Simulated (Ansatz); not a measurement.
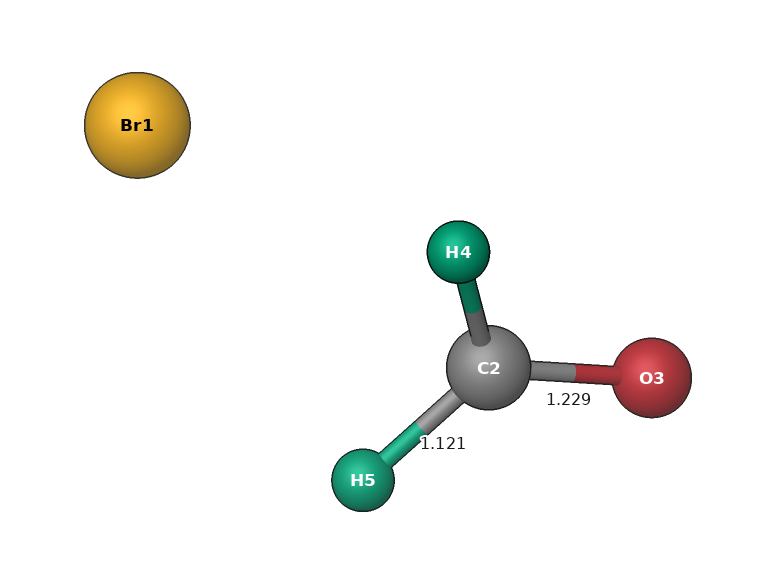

Bond lengths are marked in Å; every bond is drawn as one stick. Charge −1, singlet. The computed structure is the end point of a PBE-D4/def2-SVPD optimisation. No frequency run is at hand to confirm it as a minimum.

Q: Which of the marked bonds are single, double, triple or aromatic?

A: C2–O3 double; C2–H5 single. This is one Lewis structure.

Q: Give the structure as SMILES.

A: C=O.[Br-]
